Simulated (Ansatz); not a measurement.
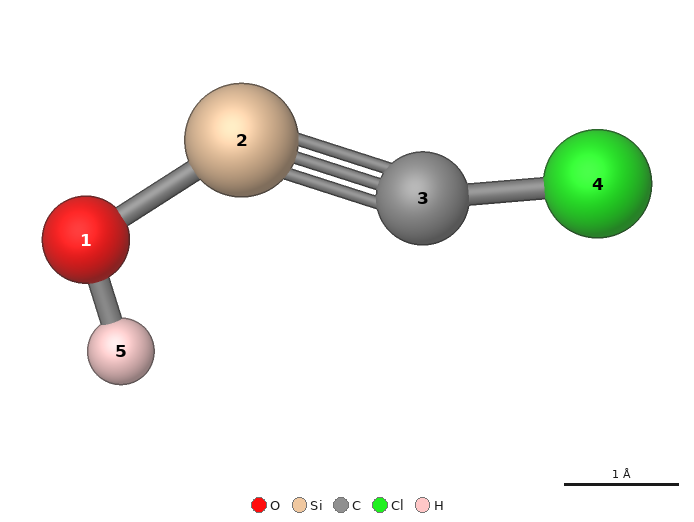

The picture comes from a calculation with Ansatz.

Orthographic view. Distant atoms are faded towards the background colour. Geometry: atoms displaced at random (about 0.06 Å) from a stationary point of PBE0-D4.

Write a Z-matrix (Å, degrees) in the order of the atom numbers, with these reference atoms: 2 to 1; 3 to 2, 1; 4 to 3, 2, 1; 5 to 1, 2, 3.

```
O  
Si   1   1.635
C    2   1.684   1   129.6
Cl   3   1.552   2   157.3   1   172.9
H    1   1.053   2   105.3   3    -8.7
```
